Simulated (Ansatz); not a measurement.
# Br3In (SMILES [Br][In]([Br])[Br]): what the fields show

Input

```
crystal:
  periodic: [false, false, false]
  atoms:
    - symbol: Br
      position_ang: [-1.938953, 0.244218, -2.319462]
    - symbol: Br
      position_ang: [-1.070389, 1.266147, 1.730472]
    - symbol: Br
      position_ang: [-2.168503, 4.310446, -1.049137]
    - symbol: In
      position_ang: [-1.725987, 1.940236, -0.546069]
basis:
  gaussian:
    orbitals: def2-TZVPD
hamiltonian:
  xc: {name: PBE0}
output: {forces: true, orbitals: {seedname: orbitals}}
```

Command:

```sh
ansatz run input.yaml --threads 2 --pin off --max-ram 4350MiB --events-out events.jsonl --progress --plain --runs-dir runs
```

Geometry: r2SCAN-D4/def2-SVP; core potentials replace the inner electrons of In.

Computed with isolated molecule in a Gaussian basis; Kohn-Sham density functional theory, functional PBE0 in Ansatz.

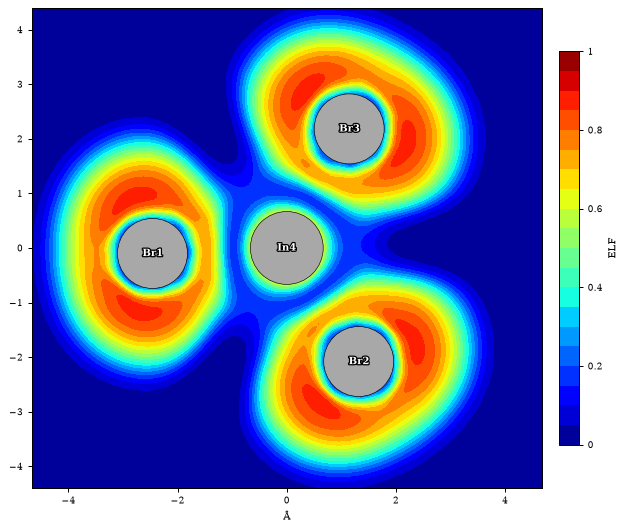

Figure 1. Electron localisation function on the molecular plane. Grey discs cover the atomic cores.

Read the bonding off the picture.

- Atoms in the plane: Br and In.
- In–Br (2.46 Å): the ELF peaks at about 0.75 in the valence shell of Br, 1.0 Å from its nucleus, and drops to about 0.20 between the two atoms.
- The ELF also peaks beside Br2, Br1 and Br3, away from the bonds: lone-pair regions.

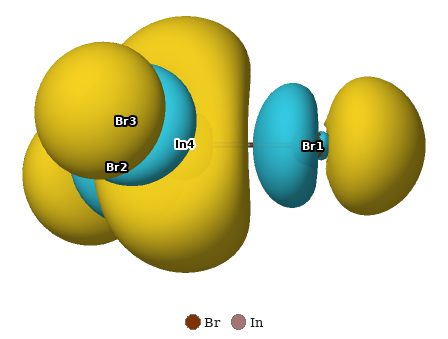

Figure 2. One frontier orbital at ±0.05 Å⁻³ᐟ² (yellow and cyan are the two phases), seen from one side.

Which orbital is it: HOMO or LUMO?

The LUMO, at −3.21 eV. It lies mainly on In4 (about 40 %), Br1 (about 20 %), Br2 (about 20 %) and Br3 (about 20 %); it is symmetric in the molecular plane (an in-plane orbital: σ, lone-pair or in-plane π type).

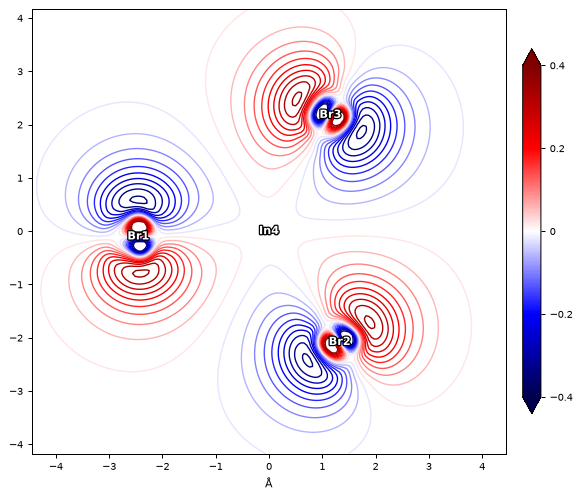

Figure 3. One frontier orbital on the molecular plane (values in Å⁻³ᐟ²; the overall sign is arbitrary).

Which orbital is it: HOMO or LUMO?

The HOMO, at −8.76 eV. Its weight (Hirshfeld) is mainly on Br1 (about 30 %), Br2 (about 30 %) and Br3 (about 30 %); it is symmetric in the molecular plane (an in-plane orbital: σ, lone-pair or in-plane π type); largely a combination of lone pairs on Br1, Br2 and Br3.
